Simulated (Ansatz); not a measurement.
Geometry relaxation, with input and output: SiH$_{2}$

SiH$_{2}$, computed with RKS PBE0-D4/def2-TZVP (Ansatz 0.2.0).

Figures and captions count atoms from 1; the log counts them from 0 in places.

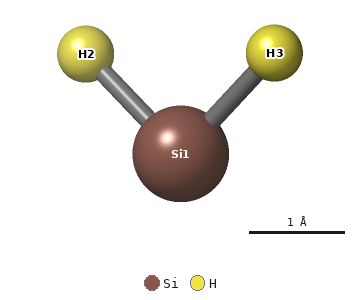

The starting structure (ball-and-stick view, seen at a tilt; atoms are numbered from 1 in the order of the input).

Key numbers

```json
{"quantity": "outcome", "value": "converged"}
{"quantity": "total energy", "value": "−7904.5477 eV"}
{"quantity": "mean-field energy", "value": "−7904.5293 eV"}
{"quantity": "dispersion energy", "value": "−0.0184 eV"}
{"quantity": "SCF solution under orbital rotations", "value": "stable"}
{"quantity": "largest force (length of the vector) at the end", "value": "0.002 eV/Å"}
{"quantity": "dipole moment", "value": "0.17 D"}
{"quantity": "hardware", "value": "2 threads of Arm Neoverse V1, 23 GiB of memory available, shared host"}
{"quantity": "wall time", "value": "1.4 s (CPU time 2.4 s)"}
{"quantity": "peak memory", "value": "0.32 GiB"}
```

Input file
```yaml
crystal:
  periodic: [false, false, false]
  atoms:
    - {symbol: Si, position_ang: [-1.220344, 0.167742, -0.074509]}
    - {symbol: H, position_ang: [-0.768805, 0.351456, 1.377785]}
    - {symbol: H, position_ang: [-0.736296, 1.555669, -0.471592]}
basis:
  gaussian: {orbitals: def2-TZVP}
hamiltonian: {xc: pbe0, dispersion: d4}
relax: {f_tol: 0.005, max_steps: 200}
```

Command:
```bash
ansatz run in.yaml --threads 2 --pin off --events-out ev --progress --plain --max-ram 4352MiB
```

Log
```
Functional definition: PBE0
  name "PBE0"
  cite "Adamo & Barone, J. Chem. Phys. 110, 6158 (1999) doi:10.1063/1.478522"
  cite "Perdew, Burke & Ernzerhof, Phys. Rev. Lett. 77, 3865 (1996) doi:10.1103/PhysRevLett.77.3865"
  parent pbe
  parameter a = 0.25
  parameter kappa = 0.804
  parameter beta = 0.06672455060314922
  exchange = (1 - a)*pbe_x(kappa = kappa, mu = beta*pi^2/3) + a*exact_x
  correlation = pbe_c(beta = beta)
356 factors; their error is unknown
mean field evaluation 1: about -7904.1737 eV, gradient 8.9e0 eV
mean field evaluation 2: about -7904.4381 eV, gradient 3.6e0 eV
mean field evaluation 4: about -7904.4950 eV, gradient 1.4e-1 eV
mean field evaluation 8: about -7904.5276 eV, gradient 9.7e-3 eV
mean field -7904.52764098 eV, -290.4860329246 hartree, gradient 8.7e-5 eV, S^2 0.000000; 0 other end points of the search recorded, 0 dependent functions left out
the calculation of the forces begins
reference -7904.52766286 eV, -290.4860337289 hartree; 8, 8 occupied and 41, 41 virtual orbitals, 356 factors
relax step   1: F+E_penalty+E_count = -7904.54604886 eV  Δ(F+E_penalty+E_count) = +0.000e0 eV  max|allowed force component| = 1.109e-1 eV/Å  Δτ_max = 0.0000 Å  (23 SCF iters, accepted)
these checks for a lower state are left out or cut short: starts, cluster_reference, orbital_swaps, neighbouring_geometries, increment
356 factors; their error is unknown
mean field evaluation 16: about -7904.5282 eV, gradient 7.4e-2 eV
mean field -7904.52818238 eV, -290.4860528208 hartree, gradient 8.7e-6 eV, S^2 0.000000; 0 other end points of the search recorded, 0 dependent functions left out
the calculation of the forces begins
reference -7904.52820420 eV, -290.4860536226 hartree; 8, 8 occupied and 41, 41 virtual orbitals, 356 factors
relax step   2: F+E_penalty+E_count = -7904.54660022 eV  Δ(F+E_penalty+E_count) = -5.514e-4 eV  max|allowed force component| = 6.640e-2 eV/Å  Δτ_max = 0.0273 Å  (23 SCF iters, accepted)
these checks for a lower state are left out or cut short: starts, cluster_reference, orbital_swaps, neighbouring_geometries, increment
356 factors; their error is unknown
mean field -7904.52923272 eV, -290.4860914201 hartree, gradient 8.0e-6 eV, S^2 0.000000; 0 other end points of the search recorded, 0 dependent functions left out
the calculation of the forces begins
reference -7904.52925457 eV, -290.4860922232 hartree; 8, 8 occupied and 41, 41 virtual orbitals, 356 factors
relax step   3: F+E_penalty+E_count = -7904.54764463 eV  Δ(F+E_penalty+E_count) = -1.044e-3 eV  max|allowed force component| = 1.459e-2 eV/Å  Δτ_max = 0.0123 Å  (24 SCF iters, accepted)
these checks for a lower state are left out or cut short: starts, cluster_reference, orbital_swaps, neighbouring_geometries, increment
356 factors; their error is unknown
mean field evaluation 32: about -7904.5292 eV, gradient 1.0e-5 eV
mean field -7904.52924044 eV, -290.4860917039 hartree, gradient 4.7e-5 eV, S^2 0.000000; 0 other end points of the search recorded, 0 dependent functions left out
the calculation of the forces begins
reference -7904.52926230 eV, -290.4860925071 hartree; 8, 8 occupied and 41, 41 virtual orbitals, 356 factors
relax step   4: F+E_penalty+E_count = -7904.54765155 eV  Δ(F+E_penalty+E_count) = -6.920e-6 eV  max|allowed force component| = 2.023e-3 eV/Å  Δτ_max = 0.0006 Å  (18 SCF iters, accepted)
```

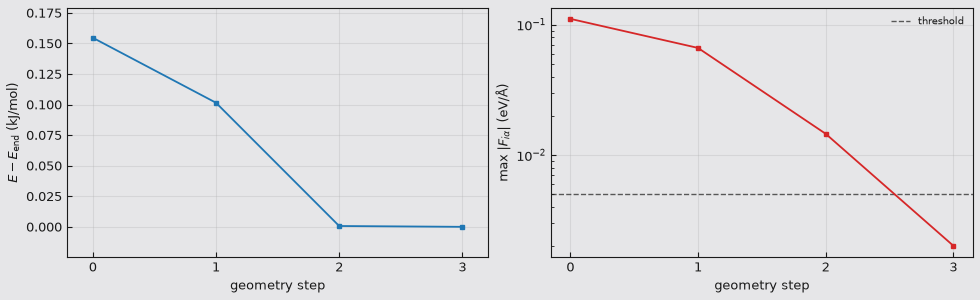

Progress of the relaxation, step by step (the first geometry is step 0 here and step 1 in the log).

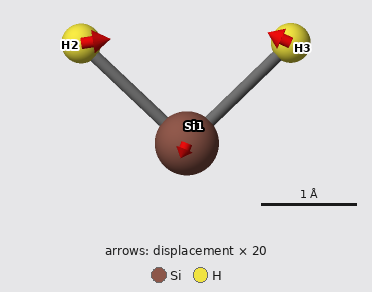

The starting structure with the displacements as red arrows, magnified 20 times (ball-and-stick view, seen on its broad side). The two geometries are laid on each other by the best rigid fit. The largest move after the best rigid fit is that of H2, 0.016 Å. Largest moves by element: H 0.016 Å, Si 0.009 Å. Among the contacts that change: Si1–H2 1.532 → 1.525 Å. Over 3 geometry steps the energy falls by 0.15 kJ/mol. The largest force component goes from 0.11 to 0.002 eV/Å. (Atoms are counted from 1 in the order of the input.)

```
356 factors; their error is unknown
mean field -7904.52924044 eV, -290.4860917039 hartree, gradient 4.7e-5 eV, S^2 0.000000; 1 other end points of the search recorded, 0 dependent functions left out
the calculation of the forces begins
reference -7904.52926230 eV, -290.4860925071 hartree; 8, 8 occupied and 41, 41 virtual orbitals, 356 factors
Total energy: -7904.54767341 eV, -290.4867691029 hartree
Atom 0 at    -1.223891     0.160073    -0.075701 Å, force    -0.000913    -0.001027    -0.001862 eV/Å
Atom 1 at    -0.767577     0.361636     1.365855 Å, force     0.000654     0.000316     0.002023 eV/Å
Atom 2 at    -0.733978     1.553159    -0.458470 Å, force     0.000259     0.000711    -0.000160 eV/Å
Dipole moment:     0.015921     0.026813     0.017843 e Å
```

Trajectory as extended XYZ (Å, eV, eV/Å), 4 frames, from step=1 to step=4
```
3
Properties=species:S:1:pos:R:3:forces:R:3 step=1 energy=-7904.54605
Si   -1.2203    0.1677   -0.0745   -0.0249  -0.0942   0.0578
H    -0.7688    0.3515    1.3778   -0.0078   0.0491  -0.1109
H    -0.7363    1.5557   -0.4716    0.0328   0.0452   0.0531
3
Properties=species:S:1:pos:R:3:forces:R:3 step=2 energy=-7904.54660
Si   -1.2275    0.1544   -0.0806    0.0382   0.0500   0.0664
H    -0.7654    0.3710    1.3590   -0.0259  -0.0589  -0.0039
H    -0.7326    1.5494   -0.4468   -0.0123   0.0089  -0.0625
3
Properties=species:S:1:pos:R:3:forces:R:3 step=3 energy=-7904.54764
Si   -1.2240    0.1601   -0.0762    0.0033  -0.0010   0.0146
H    -0.7674    0.3618    1.3663   -0.0044  -0.0026  -0.0127
H    -0.7340    1.5530   -0.4584    0.0011   0.0036  -0.0019
3
Properties=species:S:1:pos:R:3:forces:R:3 step=4 energy=-7904.54765
Si   -1.2239    0.1601   -0.0757   -0.0009  -0.0010  -0.0019
H    -0.7676    0.3616    1.3659    0.0007   0.0003   0.0020
H    -0.7340    1.5532   -0.4585    0.0003   0.0007  -0.0002
```
